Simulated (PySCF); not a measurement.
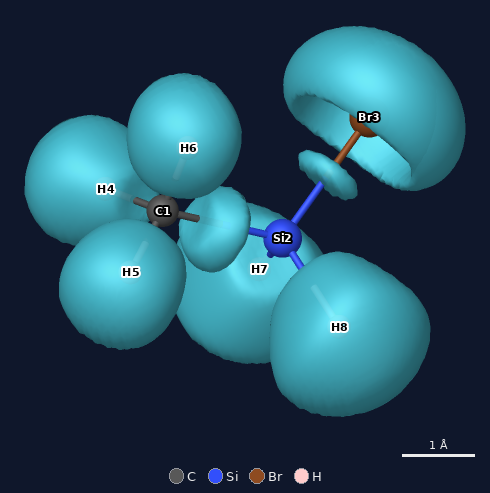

CH₅BrSi (SMILES C[SiH2]Br). Isosurface of the ELF at 0.8 (cyan), seen at a tilt. Core shells and regions of very low density are left out.

Geometry: GFN2-xTB, MD frame at 250 fs, 600 K.

These are results of PBE0/def2-SVPD, SCF density, gas phase (PySCF), not measurements.

```xyz
8

C    -1.0790    1.0936    1.3509
Si    0.2133    0.2892    0.1594
Br    2.1245    1.2490    0.0386
H    -1.5879    1.9895    0.8448
H    -1.9161    0.4456    1.6056
H    -0.3579    1.4544    2.0601
H    -0.2219    0.6475   -1.4194
H     0.2568   -1.2924    0.2198
```

What do the ELF domains correspond to?

Answer. At this value the surface marks out one region between bonded Br–Si atoms (shared pairs), one region between bonded C–Si atoms (shared pairs), five regions around hydrogen nuclei and one ring or bowl of non-bonding electrons around Br.

Values along the shortest contacts:
C–Si (1.93 Å): the ELF peaks at about 0.95 between the atoms: localised, covalent bonding. Si–Br (2.14 Å): the ELF peaks at about 0.85 between the atoms; a polar covalent bond.
